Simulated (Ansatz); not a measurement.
FGeH3NP (SMILES [F]/[Ge-]=[NH+]/P)

Input

```
crystal:
  periodic: [false, false, false]
  atoms:
    - {symbol: F, position_ang: [1.498418, 1.517157, 0.329685]}
    - {symbol: Ge, position_ang: [0.798263, 0.238072, 1.327552]}
    - {symbol: "N", position_ang: [0.054772, -0.638764, -0.102137]}
    - {symbol: P, position_ang: [-0.861467, -2.092240, 0.059637]}
    - {symbol: H, position_ang: [-0.266434, -2.895186, -0.966418]}
    - {symbol: H, position_ang: [-1.999906, -1.778411, -0.750926]}
    - {symbol: H, position_ang: [0.203854, -0.228898, -1.025024]}
basis:
  gaussian:
    orbitals: def2-TZVPD
output: {forces: true, orbitals: {seedname: orbitals}}
hamiltonian:
  xc: {name: PBE0}
```

Command:

```sh
ansatz run input.yaml --threads 2 --pin off --max-ram 4350MiB --events-out events.jsonl --progress --plain --runs-dir runs
```

Geometry: PBE0-D3(BJ)/def2-SVP.

Computed with isolated molecule in a Gaussian basis; Kohn-Sham density functional theory, functional PBE0 in Ansatz.

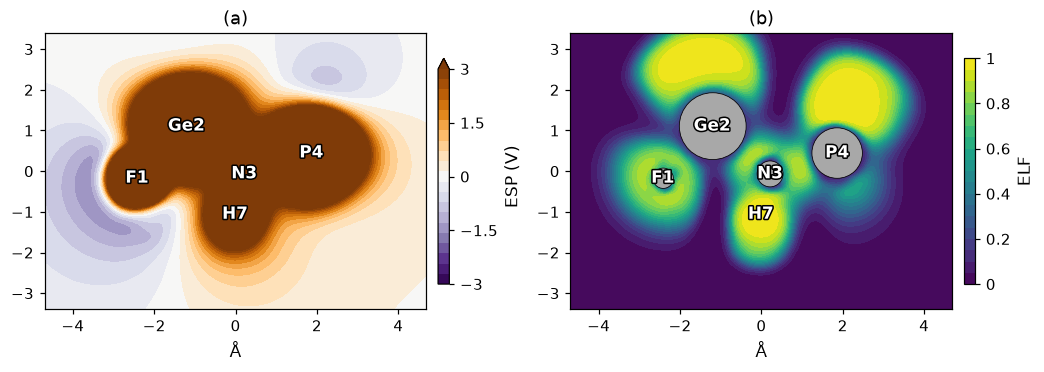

Figure 1. (a) electrostatic potential; (b) ELF on the plane of atoms Ge2, N3 and H7. Grey discs cover the atomic cores in the ELF map.

What do the fields say about this system?

The section cuts through F, Ge, N, P and H sites.
P–N (1.73 Å): the ELF peaks at about 0.90 between the atoms: a polar covalent bond.
Ge–F (1.77 Å): the ELF peaks at about 0.80 in the valence shell of F, 0.5 Å from its nucleus, and is about 0.25 at the midpoint.
Ge–N (1.83 Å): the ELF peaks at about 0.90 in the valence shell of N, 0.6 Å from its nucleus, and is about 0.45 at the midpoint.
N–H (1.02 Å): the ELF climbs to about 1 towards the hydrogen, as it does in any bond to H; a covalent bond by its length.
The ELF also peaks beside F1 and P4, away from the bonds: lone-pair regions.
Outside the dense part of the molecule the potential is most negative (−1.5 V) near F1.

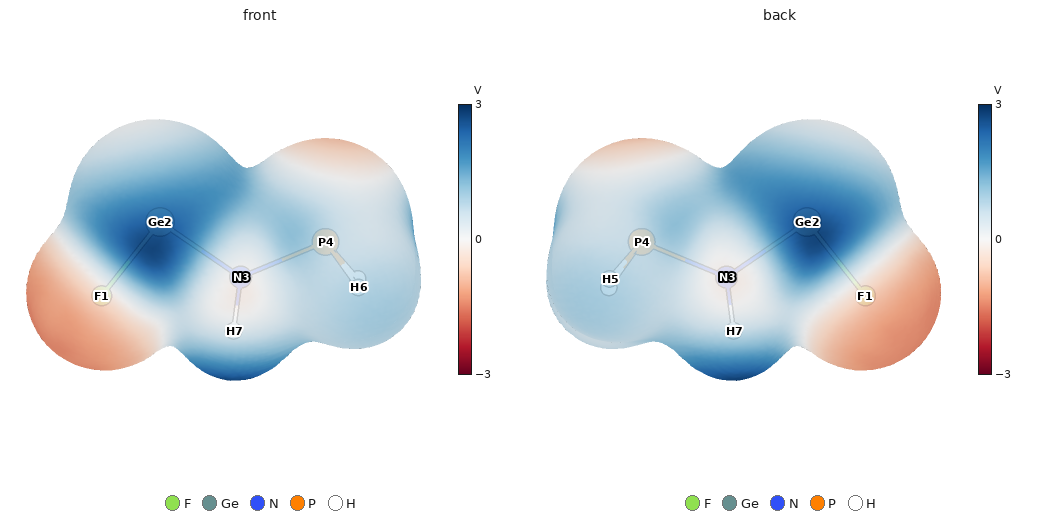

Figure 2. The molecular electrostatic potential painted on the density surface at 0.004 e/bohr³, seen from the front and from behind; the colour scale runs from red (negative) to blue (positive).

Which sites attract a positive test charge, and which a negative one?

A positive charge is drawn to the negative regions and a negative charge to the positive ones. The most negative region (about −1.4 V) lies over F1, the most positive (about +2.7 V) over Ge2 and H7.

How polar is the molecule by this calculation?

Its dipole moment is 1.45 D.

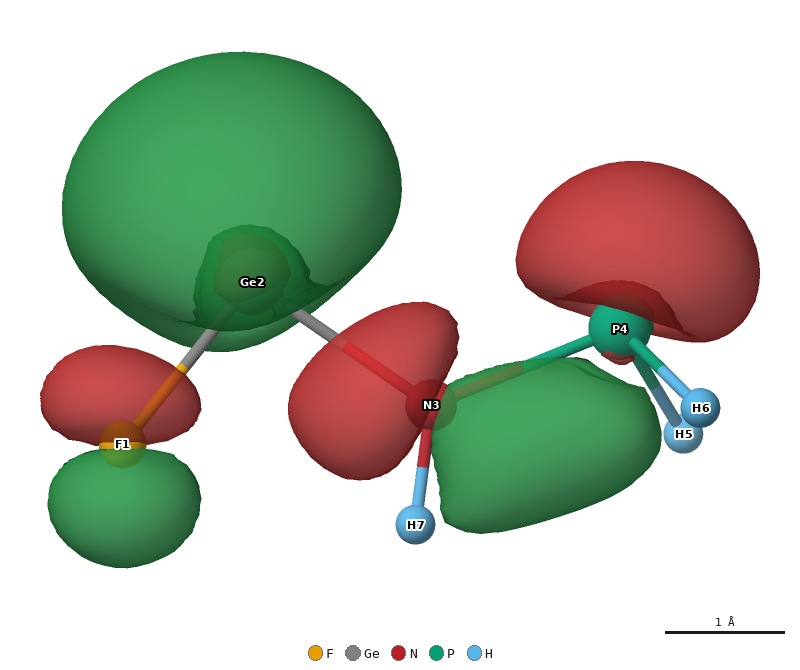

Figure 3. The HOMO−1 at ±0.1 Å⁻³ᐟ² (green and red are the two phases), seen across its widest extent.

Describe this orbital and give its energy.

By Hirshfeld shares it lies mainly on Ge2 (about 60 %), P4 (about 15 %), N3 (about 10 %) and F1 (about 10 %). Its energy is −8.06 eV.
